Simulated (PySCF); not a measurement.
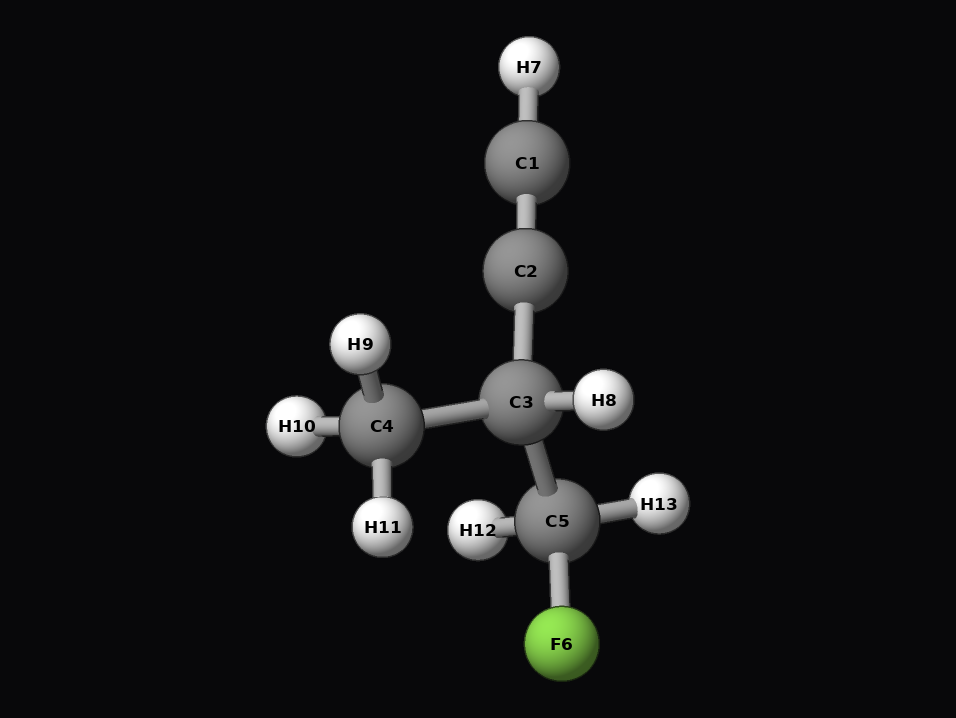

Computed geometry: PBE0-D3(BJ)/def2-SVP optimisation. No frequency run is at hand to confirm it as a minimum. Properties computed with GIAO PBE0/IGLO-III NMR shielding, non-relativistic, gas phase (PySCF 2.14.0). Principal shieldings σ11 ≤ σ22 ≤ σ33, span Ω = σ33 − σ11, skew κ = 3(σiso − σ22)/Ω.

Give the shielding tensors of the F atoms.

```
atom    σ11    σ22    σ33   σiso     Ω      κ
  F6  373.5  413.8  450.9  412.7  77.3  −0.04
```

Shieldings and span in ppm.
